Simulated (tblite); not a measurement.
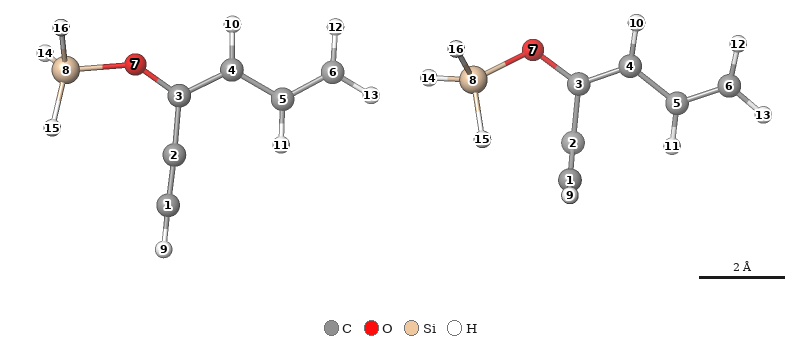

Two geometries of C6H8OSi (charge +1, multiplicity 2), drawn at one scale. One is the start of a relaxation, the other its converged end. Style: ball-and-stick. Shown face on.

All numbers below come from GFN2-xTB geometry optimisation, gas phase (tblite). 

Question: Which one is relaxed?

Answer: The left one is the relaxed one. The largest move after the best rigid fit is that of H9, 1.63 Å. By element the largest moves are H 1.63 Å, C 1.04 Å, O 0.57 Å, Si 0.30 Å. Near-neighbour distances that change, for instance: C1–C2 1.316 → 1.205 Å, C3–C4 1.314 → 1.404 Å, C3–O7 1.377 → 1.292 Å, C2–C3 1.491 → 1.412 Å. Bond angles that change, for instance: C1–C2–C3 112.7° → 177.6°, C3–O7–Si8 118.3° → 140.4°, C2–C1–H9 157.4° → 178.7°. Groups turn about C3–O7 by about 40°. The energy falls by 286.7 kJ/mol in 98 geometry steps.
